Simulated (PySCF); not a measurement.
**EPR calculation, with input and output: C2H7F3NSi2**

The run: EPR calculation of C2H7F3NSi2, multiplicity 2. Method and program: UKS B3LYP, pcH-1 on C F H N Si, non-relativistic, mean-field spin-orbit, GIAO (PySCF 2.14.0).

It belongs to a series of runs on one base structure; here: H removed from Si.

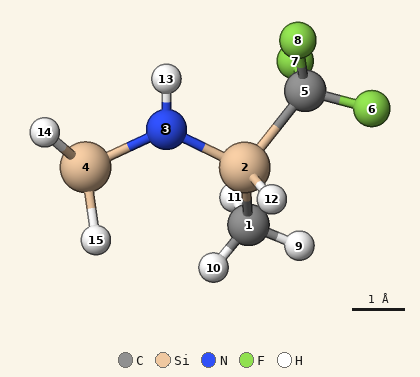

The structure (ball-and-stick view, seen at a tilt; atoms are numbered from 1 in the order of the input).

Input:
```
{"job": {"kind": "epr", "basis": "pcH-1"}, "charge": 0, "multiplicity": 2}
C     -0.630438     1.744119     0.025545
Si    -0.315515    -0.061006     0.483807
N      1.136827    -0.675371    -0.191735
Si     2.743305     0.013935    -0.143670
C     -1.692668    -1.126492    -0.374599
F     -2.908222    -0.956009     0.183261
F     -1.844878    -0.850919    -1.687507
F     -1.438942    -2.453514    -0.309948
H     -1.587180     2.090352     0.406852
H      0.142221     2.383409     0.439938
H     -0.633767     1.883589    -1.053144
H     -0.478245    -0.337343     1.915880
H      1.081007    -1.574796    -0.645371
H      3.684183    -1.088668     0.017146
H      2.737898     1.016702     0.911635
```

The first line tells a small driver script what to run in PySCF; the rest is the geometry in Å.

Launched with:
```bash
OMP_NUM_THREADS=1 python <driver script> task.json out
```

What the program printed:
```
UKS, coarse grid
  cycle   1  E = -1013.57157032  |g| = 7.41e-01
  cycle   2  E = -1013.29654990  |g| = 1.18e+00
  cycle   3  E = -1013.75389793  |g| = 7.64e-02
  cycle   4  E = -1013.75522957  |g| = 5.39e-02
  cycle   5  E = -1013.75649039  |g| = 1.18e-02
  cycle   6  E = -1013.75653367  |g| = 3.70e-03
  cycle   7  E = -1013.75653960  |g| = 8.46e-04
UKS, final grid
  cycle   1  E = -1013.75659543  |g| = 1.11e-03
  cycle   2  E = -1013.75659466  |g| = 1.77e-03
  cycle   3  E = -1013.75659598  |g| = 1.74e-04
  cycle   4  E = -1013.75659600  |g| = 3.73e-05
  cycle   5  E = -1013.75659600  |g| = 1.43e-05
E = -1013.75659600 Eh   <S^2> = 0.7514 (exact 0.7500)
g shifts (ppm)      1          2          3
  rmc          -143       -143       -143
  gc             20         54         52
  oz_so         -53        322       1610
  total        -176        233       1519
hyperfine (MHz)  atom isotope    a_iso     a_fc   dipolar eigenvalues
    0   13C       1.59       1.59     -0.60     -0.04      0.64
    1  29Si      -0.01      -0.01     -1.71      0.62      1.09
    2   14N      12.92      12.89     -6.86     -6.52     13.38
    3  29Si    -545.32    -546.28   -149.42     74.10     75.32
    4   13C      -0.56      -0.56     -0.27     -0.20      0.48
    5   19F      -0.13      -0.13     -0.33     -0.21      0.53
    6   19F       1.55       1.55     -1.39     -1.17      2.56
    7   19F       0.92       0.92     -1.24     -0.84      2.09
    8    1H      -0.61      -0.61     -0.77     -0.63      1.40
    9    1H       0.08       0.08     -1.41     -1.21      2.62
   10    1H      -0.04      -0.04     -1.23     -1.07      2.30
   11    1H       7.81       7.81     -1.20     -1.12      2.32
   12    1H      -9.26      -9.30     -7.78     -3.20     10.98
   13    1H     101.58     101.57     -8.24      0.61      7.63
   14    1H      75.55      75.54     -8.30      0.08      8.22
```

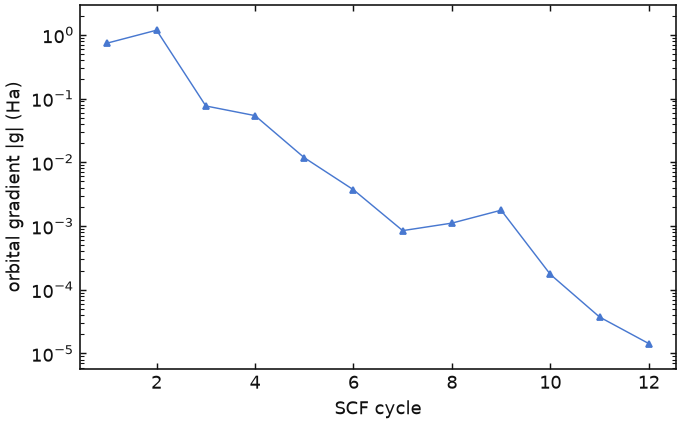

Convergence of the self-consistent field: orbital gradient |g| against the SCF cycle. All cycles printed in the log are drawn one after another.

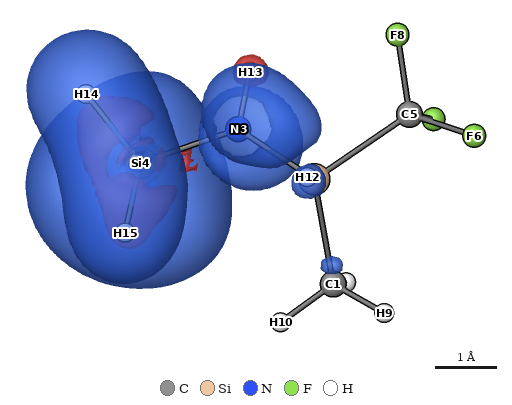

Isosurfaces of the spin density at +0.004 (blue) and −0.004 e/Å³ (red), seen face on. The unpaired spin (1 electron) lies mostly on Si4 (about 0.7) and N3 (about 0.1), in electrons by Hirshfeld's partition.

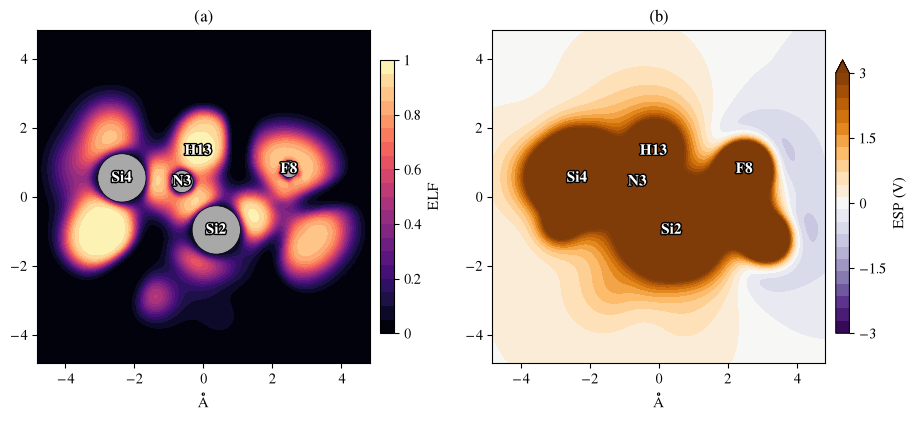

(a) electron localisation function; (b) molecular electrostatic potential on the plane of atoms Si2, N3 and H13. Grey discs, where drawn, cover atomic cores. Atoms in the plane: Si, N, F and H. N–H (1.01 Å): the ELF climbs to about 1 towards the hydrogen, as it does in any bond to H (a covalent bond by its length).

Key numbers:

```tsv
quantity	value
outcome	converged
total energy	−1013.756596 hartree
⟨S²⟩	0.751
isotropic g	2.0028
hardware	1 CPU thread, shared host
wall time	1.9 min
peak memory	0.98 GiB
```
